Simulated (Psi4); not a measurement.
## Geometry relaxation, with input and output: BCl2 (charge +1)

- system: BCl2, charge +1, SMILES Cl[B+]Cl
- method: BP86/aug-cc-pVDZ, RKS (Psi4 1.11)

The geometry comes from this level: GFN2-xTB.

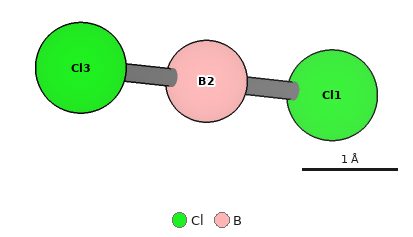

**Figure 1.** The structure as given in the input (ball-and-stick view, seen at a tilt; atoms are numbered from 1 in the order of the input).

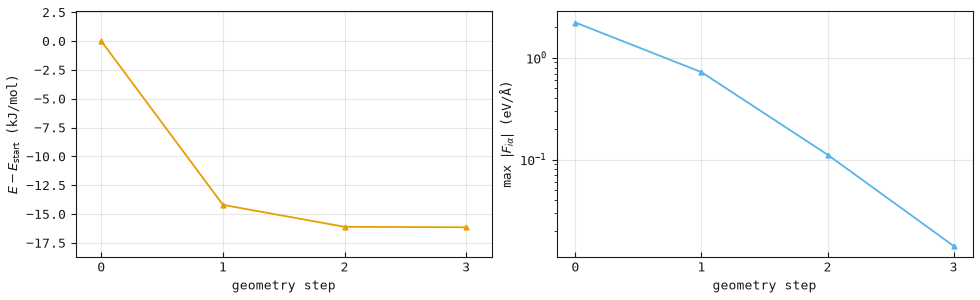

**Figure 2.** Progress of the relaxation, step by step (steps are counted from 0).

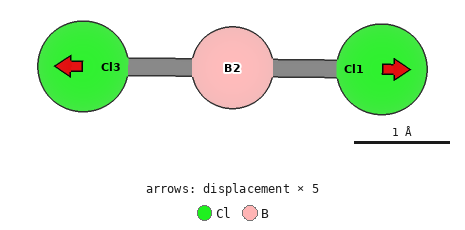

**Figure 3.** The starting structure with the displacements as red arrows, magnified 5 times (ball-and-stick view, seen at a tilt). The two geometries are laid on each other by the best rigid fit. Over 3 geometry steps the energy falls by 16.1 kJ/mol. Largest force component: 2.2 eV/Å at the start, 0.014 eV/Å at the end. The largest moves after the best rigid fit, 0.063 Å, are those of Cl1 and Cl3. B stays in place. Among the contacts that change: B2–Cl3 1.572 → 1.635 Å. (Atoms are counted from 1 in the order of the input.)

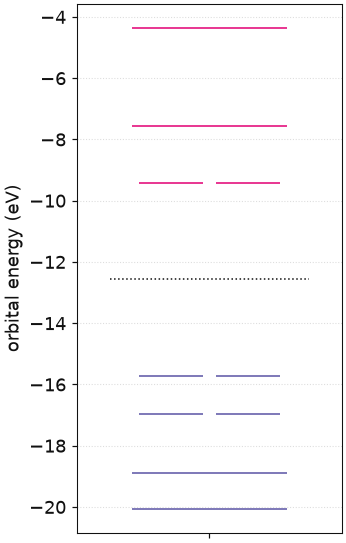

**Figure 4.** Orbital energies near the frontier; the dotted line parts filled from empty levels, and levels within 0.02 eV of each other stand side by side. Highest filled −15.73 eV, lowest empty −9.42 eV, 6.31 eV apart.

The input and output of the run follow.

### Input file (run_ase.py)
```python
import numpy as np
from ase.calculators.psi4 import Psi4
from ase.io import read
from ase.optimize import LBFGS

atoms = read('bcl2.xyz')
calc = Psi4(atoms=atoms, method='bp86', basis='aug-cc-pVDZ', memory='1600MB', num_threads=1, charge=1, multiplicity=1, label='calc')
atoms.calc = calc

opt = LBFGS(atoms)
done = opt.run(fmax=0.02, steps=60)
print('converged:', done)
for s, p in zip(atoms.symbols, atoms.positions):
    print(f'{s:2s} {p[0]:12.6f} {p[1]:12.6f} {p[2]:12.6f}')
```

### File bcl2.xyz
```
3
BCl2
Cl    -1.238380     0.766480    -0.591300
B      0.000740     0.001360     0.000550
Cl     1.237640    -0.767840     0.590740
```

Run as:
```bash
python run_ase.py
```

### Log
```
gradient() will perform analytic gradient computation.

   => Loading Basis Set <=

    Name: AUG-CC-PVDZ
    Role: ORBITAL
    Keyword: BASIS

         ---------------------------------------------------------
                                   SCF
                              RKS Reference
                        1 Threads,   1525 MiB Core
         ---------------------------------------------------------

  ==> Geometry <==

    Molecular point group: c1
    Full point group: C1

    Geometry (in Angstrom), charge = 1, multiplicity = 1:

       Center              X                  Y                   Z               Mass
    ------------   -----------------  -----------------  -----------------  -----------------
         CL          -1.287366508762     0.797432117671    -0.614616961950    34.968852682000
         B            0.000537133006     0.001655134544     0.000475123569    11.009305360000
         CL           1.287197402234    -0.797953206588     0.614467377962    34.968852682000

  Running in c1 symmetry.

  Rotational constants: A = 411978.22164  B =      0.09024  C =      0.09024 [cm^-1]
  Rotational constants: A = 12350796370.72211  B =   2705.33137  C =   2705.33078 [MHz]
  Nuclear repulsion =  101.830745557958807

  Charge       = 1
  Multiplicity = 1
  Electrons    = 38
  Nalpha       = 19
  Nbeta        = 19

  ==> Algorithm <==

  SCF Algorithm Type is DF.
  DIIS enabled.
  MOM disabled.
  Fractional occupation disabled.
  Guess Type is SAD.
  Energy threshold   = 1.00e-08
  Density threshold  = 1.00e-08
  Integral threshold = 1.00e-12

  ==> Primary Basis <==

  Basis Set: AUG-CC-PVDZ
    Blend: AUG-CC-PVDZ
    Number of shells: 31
    Number of basis functions: 77
    Number of Cartesian functions: 83
    Spherical Harmonics?: true
    Max angular momentum: 2

  ==> DFT Potential <==

   => LibXC <=

    Version 7.1.2

   => Composite Functional: BP86 <=

    BP86 GGA Exchange-Correlation Functional

    Deriv               =              1
    GGA                 =           TRUE
    Meta                =          FALSE

    Exchange Hybrid     =          FALSE
    MP2 Hybrid          =          FALSE

   => Exchange Functionals <=

    1.0000     XC_GGA_X_B88

   => Correlation Functionals <=

    1.0000     XC_GGA_C_P86

   => LibXC Density Thresholds  <==

    XC_GGA_C_P86:  1.00E-15
    XC_GGA_X_B88:  1.00E-15

   => Molecular Quadrature <=

    Radial Scheme          =       TREUTLER
    Pruning Scheme         =           NONE
    Nuclear Scheme         =       TREUTLER

    Blocking Scheme        =         OCTREE
    BS radius alpha        =              1
    Pruning alpha          =              1
    Radial Points          =             75
    Spherical Points       =            302
    Total Points           =          66525
    Total Blocks           =            576
    Max Points             =            256
    Max Functions          =             77
    Weights Tolerance      =       1.00E-15

   => Loading Basis Set <=

    Name: (AUG-CC-PVDZ AUX)
    Role: JKFIT
    Keyword: DF_BASIS_SCF

  ==> Integral Setup <==

  DFHelper Memory: AOs need 0.017 GiB; user supplied 0.981 GiB.
  SCF_SUBTYPE=INCORE selected. In-core MEM_DF algorithm will be used.
  Using in-core AOs.

  ==> MemDFJK: Density-Fitted J/K Matrices <==

    J tasked:                   Yes
    K tasked:                    No
    wK tasked:                   No
    Memory [MiB]:              1004
    Algorithm:                 Core
    Schwarz Cutoff:           1E-12
    Mask sparsity (%):       0.0000
    Fitting Condition:        1E-10

   => Auxiliary Basis Set <=

  Basis Set: (AUG-CC-PVDZ AUX)
    Blend: AUG-CC-PVDZ-JKFIT
    Number of shells: 108
    Number of basis functions: 342
    Number of Cartesian functions: 401
    Spherical Harmonics?: true
    Max angular momentum: 3

  Cached 100.0% of DFT collocation blocks in 0.137 [GiB].

  Minimum eigenvalue in the overlap matrix is 1.2759515694E-03.
  Reciprocal condition number of the overlap matrix is 2.4126679161E-04.
    Using symmetric orthogonalization.

  ==> Pre-Iterations <==

  SCF Guess: Superposition of Atomic Densities via on-the-fly atomic UHF (no occupation information).

   -------------------------
    Irrep   Nso     Nmo
   -------------------------
     A         77      77
   -------------------------
    Total      77      77
   -------------------------

  ==> Iterations <==

                           Total Energy        Delta E     RMS |[F,P]|

   @DF-RKS iter SAD:  -945.38773172750723   -9.45388e+02   0.00000e+00
   @DF-RKS iter   1:  -945.02467699214549    3.63055e-01   3.71855e-03 ADIIS/DIIS
   @DF-RKS iter   2:  -944.93115353851204    9.35235e-02   6.01298e-03 ADIIS/DIIS
   @DF-RKS iter   3:  -945.06662667742648   -1.35473e-01   1.34027e-03 ADIIS/DIIS
   @DF-RKS iter   4:  -945.07236000448427   -5.73333e-03   1.32208e-04 ADIIS/DIIS
   @DF-RKS iter   5:  -945.07241667309086   -5.66686e-05   2.36476e-05 DIIS
   @DF-RKS iter   6:  -945.07241879620824   -2.12312e-06   1.96386e-06 DIIS
   @DF-RKS iter   7:  -945.07241878521586    1.09924e-08   2.51463e-06 DIIS
   @DF-RKS iter   8:  -945.07241881173707   -2.65212e-08   1.70029e-07 DIIS
   @DF-RKS iter   9:  -945.07241881184189   -1.04819e-10   3.40315e-08 DIIS
   @DF-RKS iter  10:  -945.07241881184677   -4.88853e-12   2.38786e-09 DIIS
  Energy and wave function converged.

  ==> Post-Iterations <==

   Electrons on quadrature grid:
      Ntotal   =   37.9999995957 ; deviation = -4.043e-07

    Orbital Energies [Eh]
    ---------------------

    Doubly Occupied:

       1A   -101.056047     2A   -101.055983     3A     -9.502819
       4A     -9.502729     5A     -7.324749     6A     -7.324675
       7A     -7.317371     8A     -7.317371     9A     -7.317292
      10A     -7.317292    11A     -6.944655    12A     -1.087235
      13A     -1.074868    14A     -0.737040    15A     -0.693879
      16A     -0.623668    17A     -0.623668    18A     -0.578041
      19A     -0.578041

    Virtual:

      20A     -0.346235    21A     -0.346233    22A     -0.278288
      23A     -0.160537    24A     -0.127025    25A     -0.113197
      26A     -0.113197    27A     -0.112833    28A     -0.085291
      29A     -0.079768    30A     -0.079767    31A     -0.069321
      32A     -0.069321    33A     -0.007738    34A     -0.005238
      35A     -0.005237    36A      0.008950    37A      0.032252
      38A      0.036472    39A      0.036487    40A      0.040431
      41A      0.040431    42A      0.127083    43A      0.127083
      44A      0.146950    45A      0.183462    46A      0.183463
      47A      0.193931    48A      0.193931    49A      0.202535
      50A      0.226070    51A      0.256634    52A      0.256634
      53A      0.507623    54A      0.517226    55A      0.534351
      56A      0.534352    57A      0.547308    58A      0.547309
      59A      0.575476    60A      0.575477    61A      0.630067
      62A      0.792327    63A      0.813205    64A      0.813205
      65A      0.841812    66A      0.841812    67A      0.896570
      68A      0.896570    69A      0.953533    70A      0.959150
      71A      0.959504    72A      0.960244    73A      1.049161
      74A      1.049166    75A      1.263152    76A      1.340202
      77A      1.736321

    Final Occupation by Irrep:
              A
    DOCC [    19 ]
    NA   [    19 ]
    NB   [    19 ]

  @DF-RKS Final Energy:  -945.07241881184677

   => Energetics <=

    Nuclear Repulsion Energy =            101.8307455579588066
    One-Electron Energy =               -1495.0362176753603762
    Two-Electron Energy =                 508.4564719692722292
    DFT Exchange-Correlation Energy =     -60.3234186637174048
    Empirical Dispersion Energy =           0.0000000000000000
    VV10 Nonlocal Energy =                  0.0000000000000000
    Total Energy =                       -945.0724188118467737

Computation Completed

Properties will be evaluated at   0.000000,   0.000000,   0.000000 [a0]

Properties computed using the SCF density matrix

 Multipole Moments:

 ------------------------------------------------------------------------------------
     Multipole            Electronic (a.u.)      Nuclear  (a.u.)        Total (a.u.)
 ------------------------------------------------------------------------------------

 L = 1.  Multiply by 2.5417464519 to convert [e a0] to [Debye]
 Dipole X            :          0.0001321           -0.0003574           -0.0002254
 Dipole Y            :          0.0027237           -0.0011014            0.0016223
 Dipole Z            :          0.0003717           -0.0003162            0.0000555
 Magnitude           :                                                    0.0016388

 ------------------------------------------------------------------------------------

	total time  =          4 seconds =       0.07 minutes

         ------------------------------------------------------------
                                   SCF GRAD
         ------------------------------------------------------------

  ==> Geometry <==

    Molecular point group: c1
    Full point group: C1

    Geometry (in Angstrom), charge = 1, multiplicity = 1:

       Center              X                  Y                   Z               Mass
    ------------   -----------------  -----------------  -----------------  -----------------
         CL          -1.287366508762     0.797432117671    -0.614616961950    34.968852682000
         B            0.000537133006     0.001655134544     0.000475123569    11.009305360000
         CL           1.287197402234    -0.797953206588     0.614467377962    34.968852682000

  Nuclear repulsion =  101.830745557958807

  ==> Basis Set <==

  Basis Set: AUG-CC-PVDZ
    Blend: AUG-CC-PVDZ
    Number of shells: 31
    Number of basis functions: 77
    Number of Cartesian functions: 83
    Spherical Harmonics?: true
    Max angular momentum: 2

  ==> DFJKGrad: Density-Fitted SCF Gradients <==

    Gradient:                    1
    J tasked:                  Yes
    K tasked:                   No
    wK tasked:                  No
    Integrals threads:           1
    Memory [MiB]:             1144
    Schwarz Cutoff:          1E-12
    Fitting Condition:       1E-10

   => Auxiliary Basis Set <=

  Basis Set: (AUG-CC-PVDZ AUX)
    Blend: AUG-CC-PVDZ-JKFIT
    Number of shells: 108
    Number of basis functions: 342
    Number of Cartesian functions: 401
    Spherical Harmonics?: true
    Max angular momentum: 3

  ==> DFT Potential <==

   => LibXC <=

    Version 7.1.2

   => Composite Functional: BP86 <=

    BP86 GGA Exchange-Correlation Functional

    Deriv               =              1
    GGA                 =           TRUE
    Meta                =          FALSE

    Exchange Hybrid     =          FALSE
    MP2 Hybrid          =          FALSE

   => Exchange Functionals <=

    1.0000     XC_GGA_X_B88

   => Correlation Functionals <=

    1.0000     XC_GGA_C_P86

   => LibXC Density Thresholds  <==

    XC_GGA_C_P86:  1.00E-15
    XC_GGA_X_B88:  1.00E-15

   => Molecular Quadrature <=

    Radial Scheme          =       TREUTLER
    Pruning Scheme         =           NONE
    Nuclear Scheme         =       TREUTLER

    Blocking Scheme        =         OCTREE
    BS radius alpha        =              1
    Pruning alpha          =              1
    Radial Points          =             75
    Spherical Points       =            302
    Total Points           =          66525
    Total Blocks           =            576
    Max Points             =            256
    Max Functions          =             77
    Weights Tolerance      =       1.00E-15

  -Total Gradient:
     Atom            X                  Y                   Z
    ------   -----------------  -----------------  -----------------
       1        0.000211548902    -0.000203484413     0.000093028485
       2       -0.000210405722     0.000275313577    -0.000084502950
       3       -0.000001249894    -0.000072063605    -0.000008609546

	total time  =          1 seconds =       0.02 minutes
```

### Standard output
```
Step     Time          Energy          fmax
LBFGS:    0 17:51:41   -25716.563107        2.821889
LBFGS:    1 17:51:46   -25716.710244        0.918598
LBFGS:    2 17:51:51   -25716.729980        0.140050
LBFGS:    3 17:51:56   -25716.730409        0.018340
converged: True
Cl    -1.287489     0.797055    -0.614729
B      0.000415     0.001278     0.000363
Cl     1.287075    -0.798331     0.614356
```

### Trajectory as extended XYZ (Å, eV, eV/Å), 4 frames, from step=0 to step=3
```
3
Properties=species:S:1:pos:R:3:forces:R:3 step=0 energy=-25716.56332
Cl   -1.2384    0.7665   -0.5913   -2.2076   1.3685  -1.0539
B     0.0007    0.0014    0.0006   -0.0152   0.0085  -0.0073
Cl    1.2376   -0.7678    0.5907    2.2228  -1.3769   1.0612
3
Properties=species:S:1:pos:R:3:forces:R:3 step=1 energy=-25716.71045
Cl   -1.2700    0.7861   -0.6064   -0.7224   0.4508  -0.3445
B     0.0005    0.0015    0.0004    0.0112  -0.0133   0.0047
Cl    1.2693   -0.7875    0.6059    0.7112  -0.4375   0.3399
3
Properties=species:S:1:pos:R:3:forces:R:3 step=2 energy=-25716.73019
Cl   -1.2852    0.7955   -0.6136   -0.0900   0.0597  -0.0425
B     0.0008    0.0012    0.0005   -0.0216   0.0056  -0.0112
Cl    1.2844   -0.7968    0.6131    0.1116  -0.0653   0.0537
3
Properties=species:S:1:pos:R:3:forces:R:3 step=3 energy=-25716.73062
Cl   -1.2876    0.7970   -0.6148   -0.0109   0.0105  -0.0048
B     0.0003    0.0013    0.0003    0.0108  -0.0142   0.0043
Cl    1.2870   -0.7984    0.6143    0.0001   0.0037   0.0004
```

### Summary

```csv
quantity,value
outcome,converged
total energy,−945.072419 hartree
basis functions,77
HOMO,−15.73 eV
LUMO,−9.42 eV
hardware,"1 thread of Intel Xeon (Sapphire Rapids), 64 GiB of memory available, shared host"
wall time,23 s
peak memory,0.45 GiB
```
